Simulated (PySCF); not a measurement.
```xyz
14

Si    0.1895   -0.2731   -0.5764
F     0.8390    0.8112    0.4835
H    -0.6283    0.4516   -1.5808
H    -0.6791   -1.1501    0.2612
H     1.2831   -1.0759   -1.1808
C     1.7617    3.2766   -1.4967
S     2.2755    1.7486   -2.3069
C     3.6399    1.2901   -1.2188
H     2.5797    4.0109   -1.4914
H     0.9221    3.6888   -2.0710
H     1.4319    3.0747   -0.4685
H     4.0263    0.3227   -1.5647
H     3.2865    1.1860   -0.1836
H     4.4484    2.0330   -1.2659
```

Geometry: PBE0-D3(BJ)/def2-SVPD.

Computed with PySCF, wB97M-D3(BJ)/def2-SVPD, SCF density, gas phase.

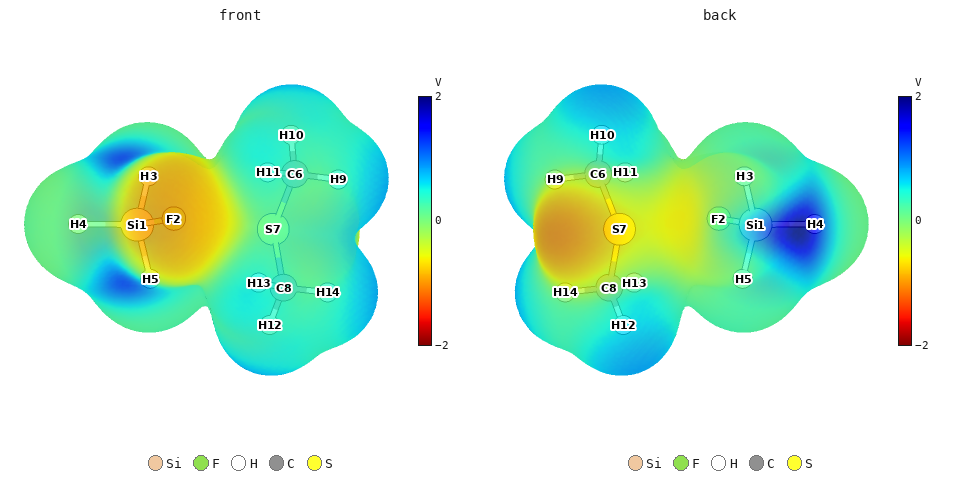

FH3Si···C2H6S (SMILES F[SiH3].CSC). The molecular electrostatic potential painted on the density surface at 0.002 e/bohr³, seen from the front and from behind; red is negative and blue positive.

Q: Where is the surface potential most negative and most positive?

A: The most negative region (about −1.1 V) lies over S7, the most positive (about +1.8 V) over Si1.
